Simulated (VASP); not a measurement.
# Sr3V2O8 with rev-vdW-DF2 + U: from relaxation to properties, part 3 of 6

How well does rev-vdW-DF2 + U reproduce what experiment finds for Sr3V2O8? The cell is relaxed first, and properties follow on it. Left out of this account: 2 further runs (self-consistent run: a volume scan without its fit). The start is a cell from a database of measured crystal structures.

VASP 6.6.1; rev-vdW-DF2, DFT+U (V d 3 eV), spin-polarised from a ferromagnetic start; plane waves and PAW (Sr_sv, V_sv, O).

So far, gap on the k-mesh (eV): step 2 (full relaxation (rev-vdW-DF2 + U)) 3.75. The relaxed cell has a = 5.631, c = 20.206 Å (conventional setting).

### 3. Density, ELF and potential (rev-vdW-DF2 + U)

A single point on the relaxed cell gives a clean self-consistent state, with density, ELF and potential written out.

The input, INCAR:

```
SYSTEM = Sr3V2O8
PREC = Accurate
ENCUT = 520
EDIFF = 1E-06
NELM = 100
ISMEAR = 0
SIGMA = 0.05
LREAL = .FALSE.
ALGO = Normal
GGA = MK
AGGAC = 0
LUSE_VDW = .TRUE.
PARAM1 = 0.1234
PARAM2 = 0.711357
ZAB_VDW = -1.8867
LASPH = .TRUE.
NBANDS = 74
ISPIN = 2
MAGMOM = 0 0 0 2 2 0 0 0 0 0 0 0 0
LDAU = .TRUE.
LDAUTYPE = 2
LDAUL = -1 2 -1
LDAUU = 0 3 0
LDAUJ = 0 0 0
LDAUPRINT = 1
LMAXMIX = 4
LORBIT = 11
LWAVE = .FALSE.
LCHARG = .TRUE.
ISIF = 2
LELF = .TRUE.
LVHAR = .TRUE.
```

The input, POSCAR:

```
Sr3V2O8
1.0
    2.8153953510      4.8764077914      0.0000000000
   -2.8153953510      4.8764077914      0.0000000000
    0.0000000000     -3.2509385276      6.7352845744
Sr V O
3 2 8
Direct
    0.0000000000      0.0000000000      0.0000000000
    0.7982961710      0.7982961710      0.3948885130
    0.2017038290      0.2017038290      0.6051114870
    0.5940169431      0.5940169431      0.7820508292
    0.4059830569      0.4059830569      0.2179491708
    0.6789399833      0.6789399833      0.0368199500
    0.3210600167      0.3210600167      0.9631800500
    0.7321899012      0.2303519877      0.6947317901
    0.7321899012      0.7321899012      0.6947317901
    0.2303519877      0.7321899012      0.6947317901
    0.2678100988      0.7696480123      0.3052682099
    0.7696480123      0.2678100988      0.3052682099
    0.2678100988      0.2678100988      0.3052682099
```

The input, KPOINTS:

```
Automatic mesh
0
Gamma
4 4 4
0 0 0
```

Potentials, in the order of the species: Sr_sv, V_sv and O (PBE family, release 64).

The run is started by

```bash
$ mpirun -np 8 vasp_std
```

Output:

```text
[banner, memory and clock lines left out]
running    8 mpi-ranks, on    1 nodes
 distrk:  each k-point on    8 cores,    1 groups
 distr:  one band on    1 cores,    8 groups

 POSCAR found type information on POSCAR SrV O
 POSCAR found :  3 types and      13 ions
 [... a notice as in an earlier step ...]

 [... a notice as in an earlier step ...]

 [... a notice as in an earlier step ...]

 LDA part: xc-table for (Slater+PW92), standard interpolation
|                                                                             |
|           W    W    AA    RRRRR   N    N  II  N    N   GGGG   !!!           |
|           W    W   A  A   R    R  NN   N  II  NN   N  G    G  !!!           |
|           W    W  A    A  R    R  N N  N  II  N N  N  G       !!!           |
|           W WW W  AAAAAA  RRRRR   N  N N  II  N  N N  G  GGG   !            |
|           WW  WW  A    A  R   R   N   NN  II  N   NN  G    G                |
|           W    W  A    A  R    R  N    N  II  N    N   GGGG   !!!           |
|                                                                             |
|     The number of bands has been changed from the values supplied in        |
|     The orbitals not found in the WAVECAR file will be initialized with     |
|     random numbers, which is usually adequate. For correlated               |
|     calculations, however, you should redo the groundstate calculation.     |
|     I found NBANDS = 74. Now, NBANDS = 80.                                  |
|                                                                             |

 POSCAR, INCAR and KPOINTS ok, starting setup
 FFT: planning ... GRIDC
 FFT: planning ... GRID_SOFT
 FFT: planning ... GRID
 WAVECAR not read
 entering main loop
       N       E                     dE             d eps       ncg     rms          rms(c)
DAV:   1     0.102550871377E+04    0.10255E+04   -0.55962E+04  4160   0.131E+03
DAV:   2    -0.169494192116E+02   -0.10425E+04   -0.98972E+03  4512   0.376E+02
DAV:   3    -0.976980416338E+02   -0.80749E+02   -0.79784E+02  5240   0.111E+02
DAV:   4    -0.997804391395E+02   -0.20824E+01   -0.20710E+01  6360   0.160E+01
DAV:   5    -0.998466068618E+02   -0.66168E-01   -0.66141E-01  5648   0.241E+00    0.748E+01
DAV:   6    -0.825997103553E+02    0.17247E+02   -0.12186E+02  5304   0.692E+01    0.431E+01
DAV:   7    -0.783805758661E+02    0.42191E+01   -0.10746E+02  4824   0.703E+01    0.394E+01
DAV:   8    -0.741295430064E+02    0.42510E+01   -0.12380E+01  4784   0.152E+01    0.197E+01
DAV:   9    -0.722552572751E+02    0.18743E+01   -0.25802E+00  5392   0.131E+01    0.474E+00
DAV:  10    -0.722466748847E+02    0.85824E-02   -0.48213E-01  4864   0.317E+00    0.210E+00
DAV:  11    -0.722290040972E+02    0.17671E-01   -0.99411E-02  5048   0.113E+00    0.621E-01
DAV:  12    -0.722293778367E+02   -0.37374E-03   -0.63124E-03  5544   0.442E-01    0.308E-01
DAV:  13    -0.722298736311E+02   -0.49579E-03   -0.22335E-03  5184   0.255E-01    0.222E-01
DAV:  14    -0.722299528830E+02   -0.79252E-04   -0.24169E-04  5608   0.655E-02    0.104E-01
DAV:  15    -0.722299637090E+02   -0.10826E-04   -0.33719E-05  5272   0.281E-02    0.419E-02
DAV:  16    -0.722299647738E+02   -0.10647E-05   -0.21585E-05  4944   0.193E-02    0.139E-02
DAV:  17    -0.722299636635E+02    0.11103E-05   -0.39249E-06  4784   0.101E-02    0.768E-03
DAV:  18    -0.722299630616E+02    0.60187E-06   -0.10031E-06  3240   0.754E-03
   1 F= -.72229963E+02 E0= -.72229963E+02  d E =-.421865E-16  mag=    -0.0000
```

Elapsed: 2.2 min, on 8 MPI ranks of Intel Xeon Platinum 8488C (Sapphire Rapids), shared host; peak memory 2.5 GiB.

From OUTCAR (step 3):

```text
  LATTYP: Found a trigonal (rhomboedric) cell.
 ALAT       =     7.4788140509
 COS(alpha) =     0.7165716403

The static configuration has the point symmetry D_3d.

 Found     13 irreducible k-points:

   k-points           NKPTS =     13   k-points in BZ     NKDIM =     13   number of bands    NBANDS=     80

   ENCUT  =  520.0 eV  38.22 Ry    6.18 a.u.  10.47 10.47 13.91*2*pi/ulx,y,z

   NELECT =     104.0000    total number of electrons

atom =   4  type =  2  l = 2

 onsite density matrix

spin component  1

  0.3278  0.0000 -0.0000  0.0761  0.0000
  0.0000  0.2905  0.0000 -0.0000  0.0761
 -0.0000  0.0000  0.3858 -0.0000  0.0000
  0.0761 -0.0000 -0.0000  0.2905 -0.0000
  0.0000  0.0761  0.0000 -0.0000  0.3278

spin component  2

  0.3278  0.0000 -0.0000  0.0761 -0.0000
  0.0000  0.2905  0.0000  0.0000  0.0761
 -0.0000  0.0000  0.3858 -0.0000  0.0000
  0.0761  0.0000 -0.0000  0.2905 -0.0000
 -0.0000  0.0761  0.0000 -0.0000  0.3278

 occupancies and eigenvectors

  o =  0.2308  v =  0.0000  0.0000  0.0000  0.0000  0.0000 -0.6173  0.0000 -0.0000  0.7867 -0.0000      0.0000  0.0000  0.0000  0.0000  0.0000  0.0000  0.0000  0.0000  0.0000  0.0000
  o =  0.2308  v =  0.0000  0.0000  0.0000  0.0000  0.0000  0.0000 -0.7867 -0.0000  0.0000  0.6173      0.0000  0.0000  0.0000  0.0000  0.0000  0.0000  0.0000  0.0000  0.0000  0.0000
  o =  0.2308  v = -0.6173  0.0000 -0.0000  0.7867  0.0000  0.0000  0.0000  0.0000  0.0000  0.0000      0.0000  0.0000  0.0000  0.0000  0.0000  0.0000  0.0000  0.0000  0.0000  0.0000
  o =  0.2308  v =  0.0000 -0.7867 -0.0000 -0.0000  0.6173  0.0000  0.0000  0.0000  0.0000  0.0000      0.0000  0.0000  0.0000  0.0000  0.0000  0.0000  0.0000  0.0000  0.0000  0.0000
  o =  0.3858  v =  0.0000  0.0000  0.0000  0.0000  0.0000  0.0000  0.0000 -1.0000 -0.0000  0.0000      0.0000  0.0000  0.0000  0.0000  0.0000  0.0000  0.0000  0.0000  0.0000  0.0000
  o =  0.3858  v =  0.0000  0.0000 -1.0000 -0.0000  0.0000  0.0000  0.0000  0.0000  0.0000  0.0000      0.0000  0.0000  0.0000  0.0000  0.0000  0.0000  0.0000  0.0000  0.0000  0.0000
  o =  0.3874  v =  0.0000  0.0000  0.0000  0.0000  0.0000 -0.7867  0.0000  0.0000 -0.6173  0.0000      0.0000  0.0000  0.0000  0.0000  0.0000  0.0000  0.0000  0.0000  0.0000  0.0000
  o =  0.3874  v =  0.0000  0.0000  0.0000  0.0000  0.0000  0.0000  0.6173  0.0000 -0.0000  0.7867      0.0000  0.0000  0.0000  0.0000  0.0000  0.0000  0.0000  0.0000  0.0000  0.0000
  o =  0.3875  v = -0.7867  0.0000  0.0000 -0.6173 -0.0000  0.0000  0.0000  0.0000  0.0000  0.0000      0.0000  0.0000  0.0000  0.0000  0.0000  0.0000  0.0000  0.0000  0.0000  0.0000
  o =  0.3875  v =  0.0000  0.6173  0.0000  0.0000  0.7867  0.0000  0.0000  0.0000  0.0000  0.0000      0.0000  0.0000  0.0000  0.0000  0.0000  0.0000  0.0000  0.0000  0.0000  0.0000

atom =   5  type =  2  l = 2

 onsite density matrix

spin component  1

spin component  2

 occupancies and eigenvectors

 E-fermi :   1.7678

 spin component 1
 k-point     1 :       0.0000    0.0000    0.0000
  band No.  band energies     occupation
    ...
     48       1.0337      1.00000
     49       1.1580      1.00000
     50       1.1580      1.00000
     51       1.2302      1.00000
     52       1.4900      1.00000
     53       5.4890      0.00000
     54       5.4890      0.00000
     55       5.5255      0.00000
     56       5.5255      0.00000
     57       6.3446      0.00000
    ...

 k-point     2 :       0.2500    0.0000    0.0000
  band No.  band energies     occupation
    ...
     48       1.0238      1.00000
     49       1.1055      1.00000
     50       1.1327      1.00000
     51       1.1953      1.00000
     52       1.2652      1.00000
     53       5.3910      0.00000
     54       5.5439      0.00000
     55       5.6221      0.00000
     56       5.6797      0.00000
     57       6.4464      0.00000
    ...

 k-point     3 :       0.5000    0.0000    0.0000
  band No.  band energies     occupation
    ...
     48       0.8547      1.00000
     49       0.9711      1.00000
     50       1.0872      1.00000
     51       1.1983      1.00000
     52       1.2659      1.00000
     53       5.2423      0.00000
     54       5.6500      0.00000
     55       5.7280      0.00000
     56       5.8382      0.00000
     57       6.2062      0.00000
    ...

 k-point     4 :       0.2500    0.2500    0.0000
  band No.  band energies     occupation
    ...
     48       0.9486      1.00000
     49       1.0692      1.00000
     50       1.2015      1.00000
     51       1.2149      1.00000
     52       1.3425      1.00000
     53       5.4689      0.00000
     54       5.5393      0.00000
     55       5.5696      0.00000
     56       5.6511      0.00000
     57       6.3658      0.00000
    ...

Total vdW correction in eV:     17.8635188

  Total        0.0024663      0.0024663      0.0147138      0.0000000      0.0000000     -0.0000000
  in kB        0.0213665      0.0213665      0.1274704      0.0000000      0.0000000     -0.0000000
  external PRESSURE =       0.0567345 kB  Pullay stress =       0.0000000 kB

  energy-cutoff  :      520.00
  volume of cell :      184.94
      direct lattice vectors                 reciprocal lattice vectors
     2.815395351  4.876407791  0.000000000     0.177594951  0.102534493  0.049490609
    -2.815395351  4.876407791  0.000000000    -0.177594951  0.102534493  0.049490609
     0.000000000 -3.250938528  6.735284574     0.000000000  0.000000000  0.148471826

 POSITION                                       TOTAL-FORCE (eV/Angst)
 -----------------------------------------------------------------------------------
      0.00000      0.00000      0.00000        -0.000000     -0.000000      0.000000
      0.00000      6.50188      2.65969        -0.000000     -0.000000     -0.002437
      0.00000      0.00000      4.07560        -0.000000     -0.000000      0.002437
      0.00000      3.25094      5.26733        -0.000000     -0.000000     -0.003853
      0.00000      3.25094      1.46795        -0.000000      0.000000      0.003853
      0.00000      6.50188      0.24799        -0.000000      0.000000      0.005141
      0.00000      0.00000      6.48729        -0.000000     -0.000000     -0.005141
      1.41287      2.43522      4.67922         0.006871     -0.003967     -0.003071
      0.00000      4.88238      4.67922        -0.000000      0.007934     -0.003071
     -1.41287      2.43522      4.67922        -0.006871     -0.003967     -0.003071
     -1.41287      4.06666      2.05607        -0.006871      0.003967      0.003071
      1.41287      4.06666      2.05607         0.006871      0.003967      0.003071
      0.00000      1.61949      2.05607        -0.000000     -0.007934      0.003071
 -----------------------------------------------------------------------------------
    total drift:                                0.000000      0.000000     -0.000000

  FREE ENERGIE OF THE ION-ELECTRON SYSTEM (eV)
  ---------------------------------------------------
  free  energy   TOTEN  =       -72.2299630616 eV

  energy  without entropy=      -72.2299630616  energy(sigma->0) =      -72.22996306

Total vdW correction in eV:     17.8636183

 total charge
# of ion       s       p       d       tot
------------------------------------------
    1        1.992   5.753   0.171   7.916
    2        1.996   5.764   0.196   7.955
    3        1.996   5.764   0.196   7.955
    4        2.416   6.446   3.195  12.056
    5        2.416   6.446   3.195  12.056
    6        1.572   3.425   0.000   4.998
    7        1.572   3.425   0.000   4.998
    8        1.569   3.442   0.000   5.011
    9        1.569   3.442   0.000   5.011
   10        1.569   3.442   0.000   5.011
   11        1.569   3.442   0.000   5.011
   12        1.569   3.442   0.000   5.011
   13        1.569   3.442   0.000   5.011
--------------------------------------------------
tot         23.374  57.675   6.952  88.001

 magnetization (x)
# of ion       s       p       d       tot
------------------------------------------
    1        0.000   0.000  -0.000  -0.000
    2        0.000   0.000  -0.000  -0.000
    3        0.000   0.000  -0.000  -0.000
    4        0.000  -0.000   0.000   0.000
    5        0.000  -0.000   0.000   0.000
    6        0.000   0.000   0.000   0.000
    7        0.000   0.000   0.000   0.000
    8        0.000   0.000   0.000   0.000
    9        0.000   0.000   0.000   0.000
   10        0.000   0.000   0.000   0.000
   11        0.000   0.000   0.000   0.000
   12        0.000   0.000   0.000   0.000
   13        0.000   0.000   0.000   0.000
--------------------------------------------------
tot          0.000   0.000   0.000   0.000

[... 3 parts as in an earlier step ...]

[... 9 further parts left out ...]
```

With spin, VASP writes an ELF for each channel.

This step gave:

```yaml
electronic_cycles: 18
bands: 80
free_energy_toten: -72.2300 eV
fermi_energy: 1.768 eV
pressure: 0.005673 GPa
least_direct_gap_on_the_k_mesh: 3.941 eV
```

Valence electrons inside each PAW sphere by angular momentum. Sphere charges, by row:

```csv
atom,s (e),p (e),d (e),tot (e)
Sr1,1.992,5.753,0.171,7.916
Sr2,1.996,5.764,0.196,7.955
Sr3,1.996,5.764,0.196,7.955
V4,2.416,6.446,3.195,12.06
V5,2.416,6.446,3.195,12.06
O6,1.572,3.425,0,4.998
O7,1.572,3.425,0,4.998
O8,1.569,3.442,0,5.011
O9,1.569,3.442,0,5.011
O10,1.569,3.442,0,5.011
O11,1.569,3.442,0,5.011
O12,1.569,3.442,0,5.011
O13,1.569,3.442,0,5.011
```

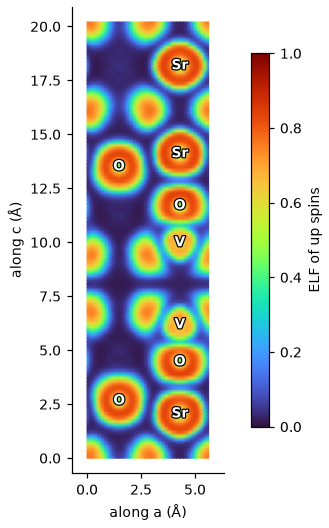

ELF of up spins in the ac plane of the conventional cell at fractional y = 0.000, with atoms of Sr and V and O within 0.2 Å of it. It is the smooth field of the valence electrons, not physical close to the nuclei. The map starts off the cell's origin, so that atoms lie inside it.

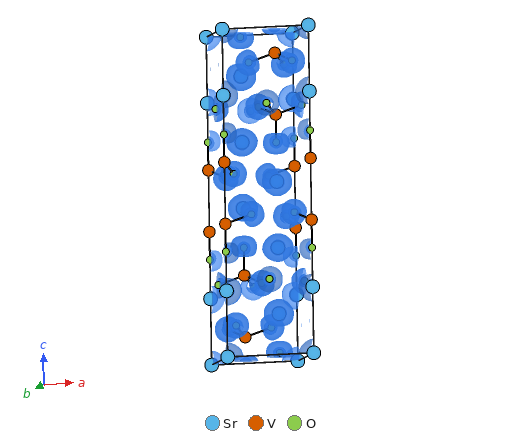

Surface of ELF of up spins = 0.77.

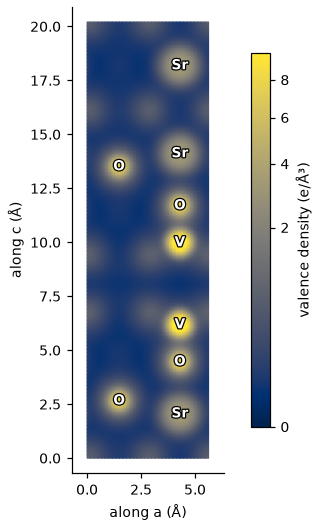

Valence density in the ac plane of the conventional cell at fractional y = 0.000, with atoms of Sr and V and O within 0.2 Å of it. It is the smooth field of the valence electrons, not physical close to the nuclei. The map starts off the cell's origin, so that atoms lie inside it. The colour scale is stretched toward low values.

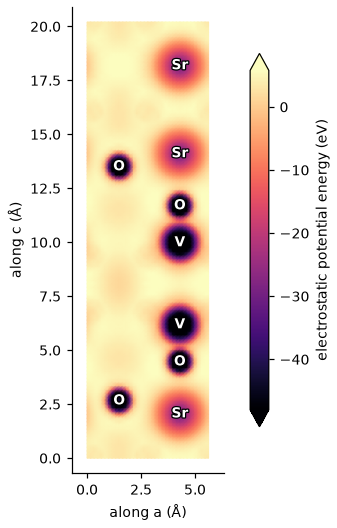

Electrostatic potential energy in the ac plane of the conventional cell at fractional y = 0.000, with atoms of Sr and V and O within 0.2 Å of it. With pseudopotentials it is smooth inside the atoms' cores, unlike the true potential. The map starts off the cell's origin, so that atoms lie inside it.

In this run the pressure is 0.01 GPa, small enough to go on.

(Continued in part 4 of 6.)

[Lines on the potential files, build, host, timing and source positions are cut from VASP's logs without a mark.]

[Logs are printed without paths, hosts, clocks, repeated set-up lines and the standing remarks that a program may print on its own settings, such as how far it seeks lower states.]

[Hosts, paths, dates, database ids (printed as entryN), source tags and the programs' standing remarks are cut or masked in the printed files.]

[A measured line is paired with the nearest computed mode of its activity, which favours agreement.]

[In band tables of VASP the shares of atoms and orbitals are scaled to a sum of 1 inside the atoms' spheres.]
